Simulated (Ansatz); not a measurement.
# The perfect Au wire along [111], 7 atoms a period, part 2 of 2

Wanted: the relaxed geometry and the bands of the Au wire along [111], 7 atoms a period.

Ansatz 0.2.0; DFT PBE, plane waves, PAW; relaxation of a wire's period; PAW set soft_1 (the session's first sound run).

So far: The structure; Relaxation of atoms and period.

**2. Relaxation of atoms and period (continued)**

Relaxation path:

| step | energy less that of the first step (eV) | largest force component (eV/Å) | pressure (GPa) | volume (Å³) |
| --- | --- | --- | --- | --- |
| 1 | 0.0000 | 1.0025 | -1.69 | 715.77 |
| 2 | -0.5202 | 1.0123 | 0.75 | 680.78 |
| 3 | -0.7910 | 0.1056 | -0.24 | 666.83 |
| 4 | -0.8818 | 0.0607 | 0.01 | 637.51 |
| 5 | -0.8893 | 0.0181 | 0.02 | 627.13 |
| 6 | -0.8896 | 0.0025 | 0.06 | 625.41 |
| 7* | -0.8850 | 0.0029 | 0.05 | 625.41 |

Relaxation steps marked * repeat the geometry before them on a plane-wave basis chosen anew for their cell, so energy and pressure can jump there.

The run keeps the 4 symmetry operations that it works with, so distortions that break them were not tested.

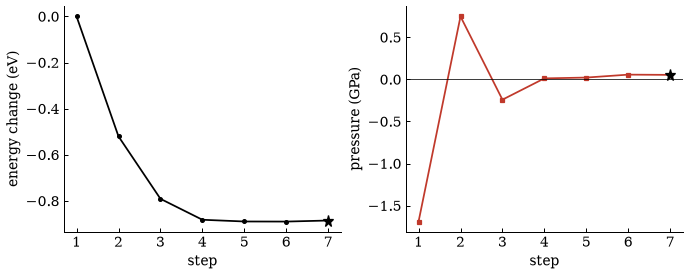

Energy and pressure along the relaxation. Stars mark steps on a basis chosen anew.

| cell as run | before | after | change |
| --- | --- | --- | --- |
| c (Å) | 7.205 | 6.296 | -12.6 % |

The atoms that moved most (Å, along periodic axes as changes of fractional coordinates times the final cell, across vacuum about the mean position):

| atom | dx | dy | dz | length |
| --- | --- | --- | --- | --- |
| Au3 | 0.000 | 0.025 | -0.012 | 0.027 |
| Au6 | 0.000 | -0.025 | 0.012 | 0.027 |
| Au2 | -0.016 | -0.016 | -0.006 | 0.023 |
| Au4 | 0.016 | -0.016 | -0.006 | 0.023 |
| Au5 | -0.016 | 0.016 | 0.006 | 0.023 |
| Au7 | 0.016 | 0.016 | 0.006 | 0.023 |

Numbers from this step:

```yaml
energy_at_zero_smearing: -92051.5020 eV
cell_length_along_the_wire: 6.296 Å
```

The cell's length comes to 6.296 Å with spin left out. That is -13 % against the start, more than a small adjustment.

The cell shrank by 12.6 % in its periodic edges. From the first step to the last the energy fell by 0.885 eV, across changes of basis, and the largest move was 0.027 Å (Au3 and 1 other atom alike).

**3. The perfect wire**

This step: DFT PBE, plane waves, PAW; bands of a perfect wire; PAW set soft_1 (Ansatz 0.2.0).

At the relaxed period the bands are computed along the axis; those that cross an energy going forward count the channels that a perfect wire would open there.

input.yaml reads:

```yaml
crystal:
  lattice:
    - [9.742, 0.0, 0.0]
    - [0.0, 10.197, 0.0]
    - [0.0, 0.0, 6.2957291856]
  atoms:
    - { symbol: Au, position: [0.499977633, 0.49998165, 0.0] }
    - { symbol: Au, position: [0.347398274, 0.415148411, 0.332459718] }
    - { symbol: Au, position: [0.499977633, 0.668969678, 0.331483263] }
    - { symbol: Au, position: [0.652556992, 0.415148411, 0.332459718] }
    - { symbol: Au, position: [0.347398274, 0.58481489, 0.667540282] }
    - { symbol: Au, position: [0.499977633, 0.330993623, 0.668516737] }
    - { symbol: Au, position: [0.652556992, 0.58481489, 0.667540282] }
kpoints:
  mp_grid: { grid: [1, 1, 13] }
  band_path: { path: ["Γ", Z], npoints: 90 }
scf:
  occupations: { method: fermi_dirac, width: 0.05 }
hamiltonian:
  xc: pbe
  pseudopotentials: { kind: paw, azcp: { folder: soft_1 } }
output:
  dos: { e_range: [-5, 4] }
  write_potential: true
  write_density: true
  volumetric_format: npy
```

Launch:

```sh
$ ansatz run input.yaml --threads 4 --pin off --max-ram 16384MiB --backend cpu --events-out ev --progress --plain --runs-dir out
```

Numbers of over 12 decimals in the logs are rounded to 6 here.

Log:

```text
[...]
Crystal: 7 atoms, lattice volume = 625.413 Å³
Basis set: ecut = 420 eV, 12267 PW (Γ)
Bands: 80, of which v1, the nominal top of the filled ones, is band 67 counted from 1 (66 counted from 0)
Symmetry: 4 space group operations
[...]
k-points: 7 of 13
[...]
SCF iter   9: F=-92051.524689 eV  HF=-92051.524689 eV  |F-HF|=3.55e-9  |Δ(HF+E_count)|=   5.46e-7  Δρ=1.70e-6  dr2=2.24e-8  ethr=7.52e-11  ⟨swp⟩=13.1  Hψ=2076  notcnv=0
SCF 1 converged in 9 iterations: F = -92051.524689 eV  dr2 = 2.24e-8
[...]
NSCF: frozen V_eff on 91 k-points
WARN: The output density's exchange-correlation potential varies sharply where the density is thin. Do not read a vacuum level from v_tot or v_xc, or from such a field of the output density. On a cell that repeats whose density bears no net charge and no dipole along the vacuum's axis use v_es (v_loc + v_h of the components); under efield.dipole_correction with no amplitude use v_es + v_field, which holds any externa [...]
SCF converged after 9 iterations
Free energy (F): -92051.524689 eV
[...]
Internal energy: -92051.492009 eV  (E = F + TS)
E sigma→0 (E₀):  -92051.508349 eV
Entropy (-TS):   -0.032680 eV (-4.669 meV/atom)
Fermi energy:    -0.514840 eV
[...]
--- Band table (eV; the first three rows and the last of 7) ---
  k-point 0: bands = [... 63 lower, -1.7107, -1.1353, -1.1125, -0.1546, 0.4580, 1.3090, 1.4180, 2.3477, ... 9 higher]
  k-point 1: bands = [... 63 lower, -1.7150, -1.1179, -1.0952, -0.4240, 0.7786, 1.2955, 1.3991, 2.3909, ... 9 higher]
  k-point 2: bands = [... 63 lower, -1.7270, -1.0633, -1.0406, -0.7977, 1.2390, 1.2885, 1.3261, 2.5349, ... 9 higher]
  k-point 6: bands = [... 63 lower, -1.6795, -1.4806, -0.4480, -0.4270, 0.2894, 0.3229, 2.2438, 2.3790, ... 9 higher]
```

The job ended after 23 s (4 threads of Intel Xeon Platinum 8488C (Sapphire Rapids), shared host; peak memory 2.5 GiB; 89 s of CPU time).

In the SCF lines HF is the Harris–Foulkes energy and dr2 the Hartree energy of the density residual, in eV; the loop may stop once dr2 is under the threshold and the program's other checks hold. Hψ counts applications of the Hamiltonian.

This step gave:

```
energy at zero smearing : -92051.5083 eV
band gap                : 0 eV
```

Electronic bands along the path, in eV, zero at the Fermi level:

| point | band 64 | band 65 | band 66 | band 67 | band 68 | band 69 | band 70 | band 71 |
| --- | --- | --- | --- | --- | --- | --- | --- | --- |
| Γ | -1.20 | -0.62 | -0.60 | 0.36 | 0.97 | 1.82 | 1.93 | 2.86 |
| Z | -1.16 | -0.97 | 0.10 | 0.12 | 0.76 | 0.79 | 2.76 | 2.89 |

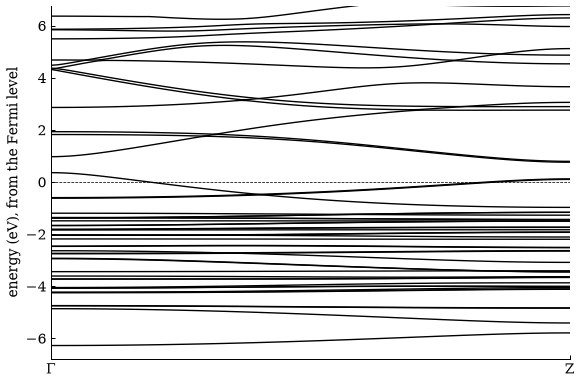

Electronic bands along the path.

Between Γ and Z the bands cross the Fermi level 3 times, so a perfect wire would conduct at least 3 G₀, with spin left out.

**4. Results**

| Item | Value |
| --- | --- |
| cell length, PBE | 6.296 Å |
| ballistic conductance by band crossings, a lower bound, PBE | 3 G₀ |

Under PBE the cell's length is 6.30 Å, and the bands cross the Fermi level 3 times between Γ and Z, which gives a perfect wire at least 3 G₀ (opposite crossings within one step of the path cancel in such a count). Spin-orbit coupling is left out, which matters for the bands of heavy atoms.

[Logs are printed without paths, hosts, clocks, repeated set-up lines and the standing remarks that a program may print on its own settings, such as how far it seeks lower states.]

[Hosts, paths, dates, database ids (printed as entryN), source tags and the programs' standing remarks are cut or masked in the printed files.]
